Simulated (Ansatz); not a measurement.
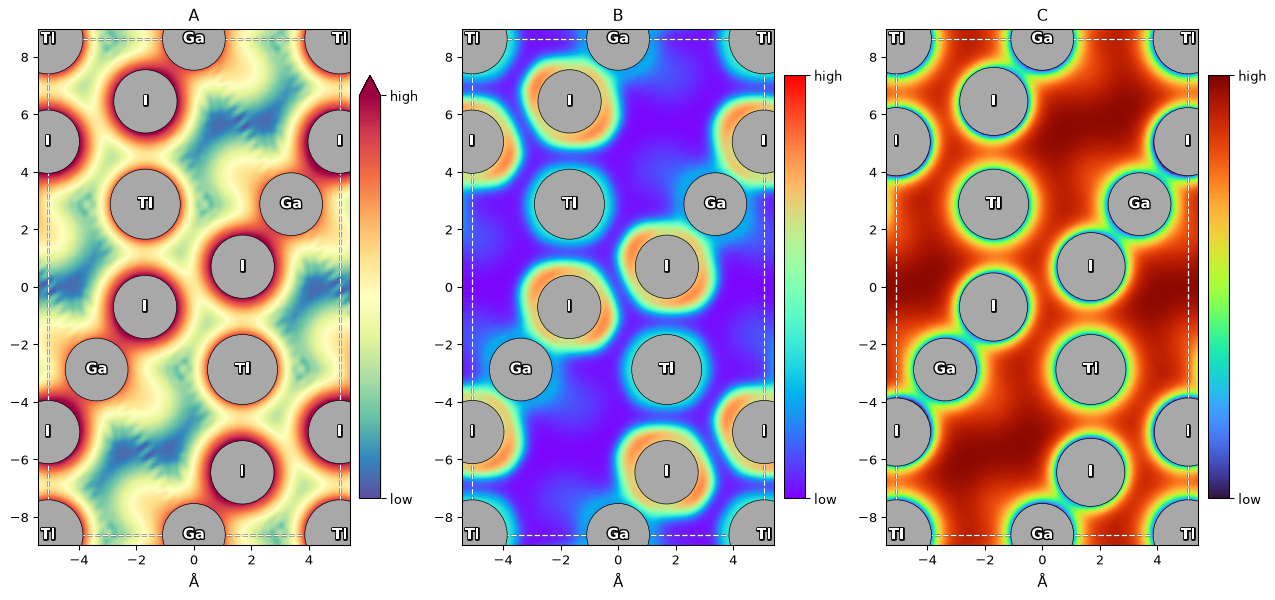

TlGaI$_{6}$: 3 fields on the (110) plane of the conventional cell, with unlabelled colour scales. Grey discs cover the atomic cores.

Space group R-3m; a structure from a database of computed crystals, not necessarily the ambient phase; started from the LaAlH6-166 prototype, which need not be the ambient phase.

Level of theory: DFT, PBEsol, plane waves, PAW in Ansatz 0.2.0.

> The panels show electron localisation function, electrostatic potential energy of an electron and valence pseudo-density in some order. Assign them.

Panel A: valence pseudo-density. Panel B: electron localisation function. Panel C: electrostatic potential energy of an electron (low next to the atoms, rising into the space between them). From the grid: Ga–I (2.75 Å): ρ is about 0.37 e/Å³ halfway, with its minimum of 0.33 e/Å³ about 1.2 Å from Ga; the ELF peaks at about 0.70 in the valence shell of I, 1.2 Å from its nucleus, and is about 0.65 at the midpoint. Tl–I (3.57 Å): ρ at the midpoint is about 0.1 e/Å³; the ELF peaks at about 0.75 in the valence shell of I, 1.3 Å from its nucleus, and drops to about 0.10 between the two atoms.
